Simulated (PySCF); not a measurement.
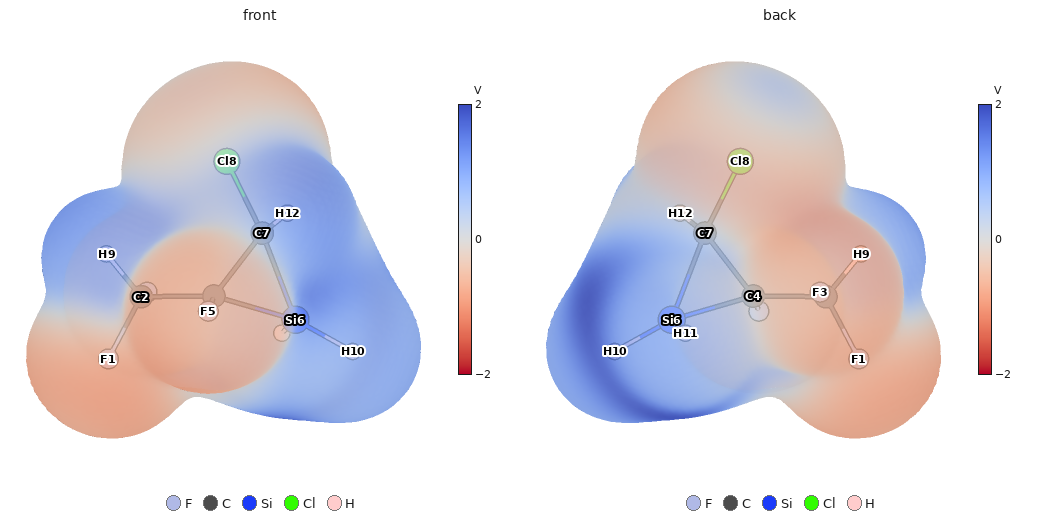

The picture shows: C3H4ClF3Si. The electrostatic potential painted on the density surface at 0.002 e/bohr³, seen from the front and from behind; the colour scale runs from red (negative) to blue (positive).

Geometry: GFN2-xTB.

Method: PBE0/pcSseg-1, SCF density, gas phase, non-relativistic in PySCF 2.14.0.

```xyz
12

F    -1.3979   -2.0458    0.4895
C    -1.2822   -0.7689    0.0584
F    -1.2458   -0.8377   -1.2938
C    -0.0010   -0.1520    0.5694
F     0.0440   -0.2664    1.9410
Si    1.5706   -0.1280   -0.5194
C     0.3802    1.2420    0.0706
Cl   -0.7808    2.1055   -0.9434
H    -2.1930   -0.2266    0.3584
H     2.8172   -0.1648    0.2162
H     1.3951   -0.6515   -1.8531
H     0.6950    1.8934    0.8800
```

Where is the surface potential most negative and most positive?

Answer. The most negative region (about −0.9 V) lies over F1, F3 and F5, the most positive (about +1.9 V) over Si6. Cl8 shows a σ-hole: about +0.4 V at the tip opposite its bond, against about −0.3 V on its flanks.
